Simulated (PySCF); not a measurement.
# Run report: C2H7NSi2, geometry relaxation

The run: geometry relaxation of C2H7NSi2, SMILES N[SiH2]C#C[SiH3]. Method and program: PBE0-D3(BJ)/def2-SVP geometry optimisation, gas phase (PySCF 2.14.0).

It belongs to a series of runs on one base structure; here: constitutional isomer.

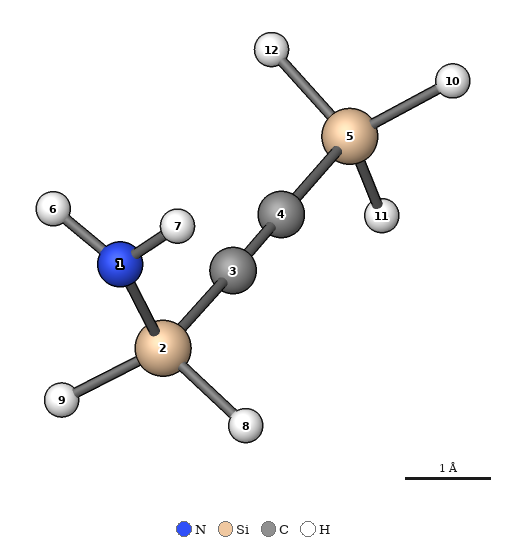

**Figure 1.** The input geometry (ball-and-stick view, seen at a tilt; atoms are numbered from 1 in the order of the input). Bond lengths as drawn: C–C 1.27 Å, C–Si 1.81 to 1.85 Å, H–N 1.01 to 1.03 Å, H–Si 1.44 to 1.49 Å and N–Si 1.70 Å.

Input file
```
{"job": {"xc": "PBE0", "basis": "def2-SVP", "d3": "d3bj", "grid": 1, "shake": 0.01, "kind": "geom"}, "charge": 0, "multiplicity": 1}
N     -2.642500     1.060220     0.298310
Si    -1.925160    -0.431160    -0.078220
C     -0.079110    -0.402370    -0.065480
C      1.184820    -0.346220    -0.038290
Si     2.995200    -0.293120    -0.017750
H     -2.582940     1.848610    -0.366250
H     -2.580340     1.443250     1.232420
H     -2.358620    -1.346230     0.958500
H     -2.357260    -0.750620    -1.414600
H      3.429300     0.071190     1.356570
H      3.506040    -1.609980    -0.368390
H      3.450230     0.728170    -0.961710
```

The first line tells a small driver script what to run in PySCF; the rest is the geometry in Å.

Machine: 1 CPU thread, shared host.

Command:
```bash
OMP_NUM_THREADS=1 python <driver script> task.json out
```

Log
```
step   0  E = -713.43683751  max force = 0.079659
step   1  E = -713.44151694  max force = 0.010393
step   2  E = -713.44226773  max force = 0.007632
step   3  E = -713.44354669  max force = 0.005125
step   4  E = -713.44373097  max force = 0.002864
step   5  E = -713.44379944  max force = 0.000553
step   6  E = -713.44380575  max force = 0.000247
optimisation converged
```

Trajectory as extended XYZ (Å, eV, eV/Å), 7 frames, from step=0 to step=6
```
12
Properties=species:S:1:pos:R:3:forces:R:3 step=0 energy=-19413.60519
N    -2.6425    1.0602    0.2983   -0.3757   1.6684  -0.3767
Si   -1.9252   -0.4312   -0.0782    0.6700   0.3914   0.2837
C    -0.0791   -0.4024   -0.0655    3.6839   0.0446   0.0516
C     1.1848   -0.3462   -0.0383   -4.0962  -0.1947  -0.1322
Si    2.9952   -0.2931   -0.0177   -0.1586   0.2814   0.5319
H    -2.5829    1.8486   -0.3663   -0.0409  -0.6935   0.3728
H    -2.5803    1.4432    1.2324    0.0128  -0.0968   0.2125
H    -2.3586   -1.3462    0.9585   -0.1871  -0.7081   0.4513
H    -2.3573   -0.7506   -1.4146   -0.2391  -0.4446  -0.9062
H     3.4293    0.0712    1.3566    0.1329   0.0210   0.0969
H     3.5060   -1.6100   -0.3684    0.3387  -0.6106  -0.2054
H     3.4502    0.7282   -0.9617    0.2595   0.3416  -0.3803
12
Properties=species:S:1:pos:R:3:forces:R:3 step=1 energy=-19413.73252
N    -2.6921    1.1913    0.3509   -0.0308   0.1686  -0.0210
Si   -1.9052   -0.2952   -0.0177    0.0802   0.1695   0.0918
C    -0.0519   -0.2712   -0.0080    0.2412  -0.5185  -0.2701
C     1.1555   -0.4846   -0.1137   -0.3010   0.5344   0.2623
Si    2.9869   -0.4451   -0.0804    0.0007  -0.0532   0.0306
H    -2.6466    1.9500   -0.3216   -0.0095  -0.0212  -0.0040
H    -2.6475    1.5616    1.2934    0.0034  -0.0209   0.0437
H    -2.3089   -1.2815    1.0197   -0.0331  -0.0916  -0.0323
H    -2.3090   -0.6748   -1.3982   -0.0119  -0.0944  -0.0106
H     3.4417   -0.0829    1.2945   -0.0031  -0.0056  -0.0013
H     3.5380   -1.7773   -0.4420    0.0472  -0.0803  -0.0418
H     3.4787    0.5813   -1.0417    0.0167   0.0132  -0.0474
12
Properties=species:S:1:pos:R:3:forces:R:3 step=2 energy=-19413.75295
N    -2.6874    1.1980    0.3514    0.0122   0.0357  -0.0016
Si   -1.9097   -0.2974   -0.0179    0.0397   0.1371   0.0653
C    -0.0563   -0.2838   -0.0127   -0.1172  -0.3739  -0.1884
C     1.1532   -0.4648   -0.1024    0.1094   0.3924   0.1947
Si    2.9874   -0.4391   -0.0770   -0.0035  -0.0855  -0.0271
H    -2.6396    1.9560   -0.3212   -0.0015  -0.0097  -0.0033
H    -2.6398    1.5644    1.2961    0.0032  -0.0196   0.0026
H    -2.3201   -1.2945    1.0102   -0.0213  -0.0236  -0.0311
H    -2.3142   -0.6911   -1.3964   -0.0177  -0.0396   0.0122
H     3.4518   -0.0802    1.2953   -0.0011  -0.0043  -0.0025
H     3.5312   -1.7786   -0.4449   -0.0025   0.0021  -0.0105
H     3.4832    0.5825   -1.0452    0.0002  -0.0112  -0.0103
12
Properties=species:S:1:pos:R:3:forces:R:3 step=3 energy=-19413.78775
N    -2.6558    1.2079    0.3514    0.0441  -0.1644   0.0168
Si   -1.9244   -0.3136   -0.0231   -0.0662  -0.0182  -0.0349
C    -0.0732   -0.3353   -0.0304   -0.2146  -0.0888  -0.0264
C     1.1487   -0.3958   -0.0619    0.2636   0.0875   0.0502
Si    2.9844   -0.4128   -0.0652   -0.0023  -0.0711  -0.0907
H    -2.5923    1.9641   -0.3209    0.0136   0.0236   0.0068
H    -2.5897    1.5614    1.3004    0.0001   0.0185  -0.0396
H    -2.3682   -1.3244    0.9812    0.0244   0.0773   0.0241
H    -2.3524   -0.7338   -1.3895   -0.0029   0.0734   0.0156
H     3.4843   -0.0663    1.2968    0.0099   0.0027   0.0011
H     3.4889   -1.7689   -0.4506   -0.0559   0.0776   0.0367
H     3.4893    0.5890   -1.0529   -0.0138  -0.0181   0.0404
12
Properties=species:S:1:pos:R:3:forces:R:3 step=4 energy=-19413.79277
N    -2.6398    1.2041    0.3508    0.0092  -0.0866   0.0077
Si   -1.9287   -0.3234   -0.0276   -0.0550  -0.0466  -0.0342
C    -0.0785   -0.3546   -0.0368   -0.1205  -0.0335  -0.0060
C     1.1457   -0.3791   -0.0511    0.1473   0.0231   0.0156
Si    2.9796   -0.4036   -0.0628   -0.0003  -0.0277  -0.0464
H    -2.5676    1.9608   -0.3203    0.0106   0.0170   0.0069
H    -2.5641    1.5566    1.2990    0.0009   0.0200  -0.0177
H    -2.3800   -1.3250    0.9807    0.0238   0.0480   0.0292
H    -2.3708   -0.7351   -1.3912    0.0080   0.0557   0.0017
H     3.4912   -0.0607    1.2961    0.0076   0.0027  -0.0008
H     3.4668   -1.7622   -0.4494   -0.0262   0.0299   0.0211
H     3.4860    0.5936   -1.0522   -0.0053  -0.0022   0.0229
12
Properties=species:S:1:pos:R:3:forces:R:3 step=5 energy=-19413.79463
N    -2.6294    1.2003    0.3509   -0.0160   0.0030   0.0023
Si   -1.9331   -0.3311   -0.0313   -0.0144  -0.0284  -0.0080
C    -0.0830   -0.3694   -0.0420    0.0205  -0.0076  -0.0041
C     1.1429   -0.3744   -0.0473   -0.0164  -0.0038  -0.0011
Si    2.9757   -0.3992   -0.0627   -0.0019   0.0030  -0.0021
H    -2.5491    1.9577   -0.3188    0.0050   0.0036   0.0008
H    -2.5454    1.5545    1.2976    0.0025   0.0061   0.0018
H    -2.3841   -1.3208    0.9872    0.0091   0.0091   0.0129
H    -2.3842   -0.7276   -1.3950    0.0079   0.0163  -0.0053
H     3.4937   -0.0575    1.2943    0.0020   0.0012  -0.0012
H     3.4533   -1.7589   -0.4475    0.0013  -0.0069   0.0017
H     3.4824    0.5979   -1.0503    0.0004   0.0046   0.0022
12
Properties=species:S:1:pos:R:3:forces:R:3 step=6 energy=-19413.79480
N    -2.6275    1.2008    0.3519   -0.0127   0.0118   0.0013
Si   -1.9345   -0.3321   -0.0314   -0.0001  -0.0079   0.0009
C    -0.0841   -0.3734   -0.0438    0.0110  -0.0042  -0.0041
C     1.1417   -0.3776   -0.0488   -0.0118  -0.0035  -0.0014
Si    2.9744   -0.4001   -0.0636   -0.0011   0.0031   0.0033
H    -2.5445    1.9582   -0.3177    0.0031  -0.0003  -0.0005
H    -2.5409    1.5557    1.2981    0.0026   0.0005   0.0030
H    -2.3840   -1.3183    0.9908    0.0020   0.0005   0.0036
H    -2.3867   -0.7231   -1.3961    0.0030   0.0032  -0.0031
H     3.4921   -0.0575    1.2933    0.0001   0.0004  -0.0005
H     3.4533   -1.7596   -0.4474    0.0031  -0.0057  -0.0013
H     3.4803    0.5986   -1.0500    0.0006   0.0021  -0.0013
```

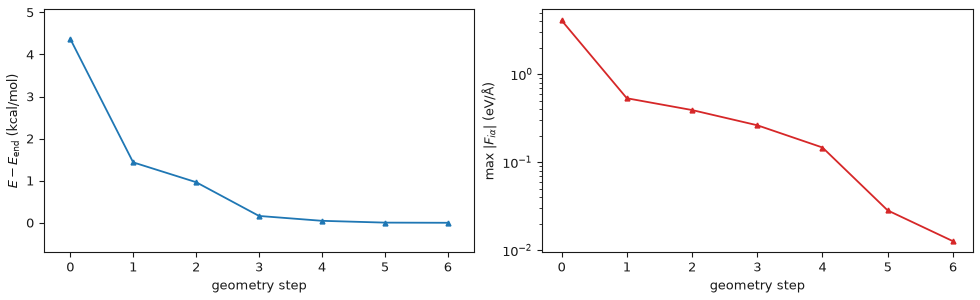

**Figure 2.** Progress of the relaxation, step by step (steps are counted from 0).

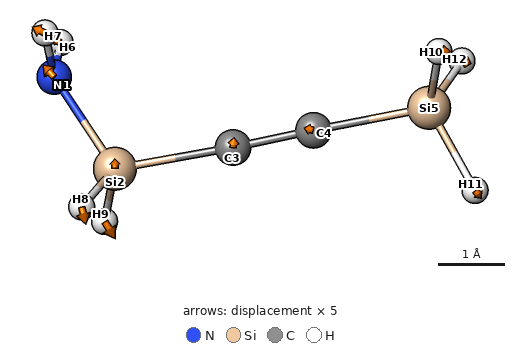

**Figure 3.** The starting structure with the displacements as orange arrows, magnified 5 times (ball-and-stick view, seen at a tilt). The two geometries are laid on each other by the best rigid fit. The largest move after the best rigid fit is that of H9, 0.066 Å. Largest moves by element: H 0.066 Å, N 0.056 Å, C 0.034 Å, Si 0.033 Å. Among the contacts that change: Si2–H9 1.440 → 1.490 Å, Si2–H8 1.449 → 1.490 Å, C3–C4 1.265 → 1.226 Å, Si5–H11 1.455 → 1.492 Å. Among the angles that change: H8–Si2–H9 115.7° → 111.3°, H6–N1–H7 107.6° → 110.3°, N1–Si2–H8 105.6° → 108.3°. Over 6 geometry steps the energy falls by 4.37 kcal/mol. The largest force component goes from 4.1 to 0.013 eV/Å. (Atoms are counted from 1 in the order of the input.)

Results in brief

| quantity | value |
| --- | --- |
| outcome | converged |
| total energy | −713.443806 hartree |
| dipole moment | 1.43 D |
| point group | C1 |
| wall time | 54 s |
| peak memory | 0.45 GiB |
